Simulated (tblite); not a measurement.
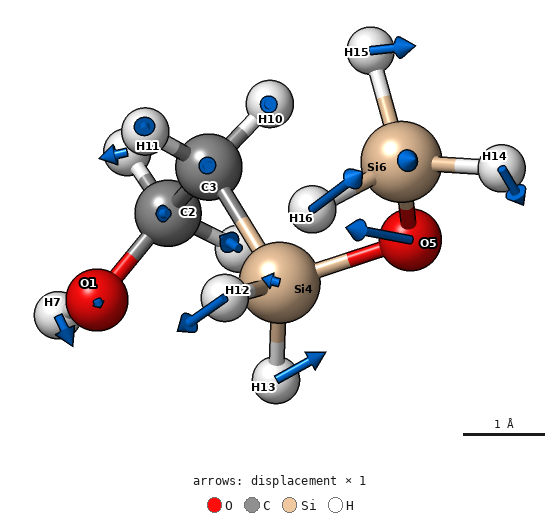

This is a relaxation of C₂H₁₀O₂Si₂. The starting structure is drawn; blue arrows show the displacements, at their true length. The two geometries are superimposed by the best rigid fit.

Style: ball-and-stick. Shown from a free direction.

Method: tblite 0.8.0, GFN2-xTB geometry optimisation, gas phase. 

> What did the optimiser do to the structure, and how much energy did it gain?

Over 103 geometry steps the energy falls by 28.4 kcal/mol. An H atom moves most after the best rigid fit: 1.22 Å. By element the largest moves are H 1.22 Å, O 1.13 Å, Si 0.44 Å, C 0.26 Å. Some distances before and after: Si–Si 2.725 → 3.227 Å, O–Si 1.738 → 1.613 Å, O–Si 1.721 → 1.625 Å, C–H 1.122 → 1.089 Å. Among the angles between lasting bonds that change: Si–O–Si 103.9° → 170.2°, O–Si–H 111.7° → 104.4°, C–Si–H 106.5° → 112.4°. Groups turn about C–Si by about 40°, C–O by about 20°. The run took 0.71 s on 1 thread of Intel(R) Xeon(R) Platinum 8488C, with other jobs on the host.
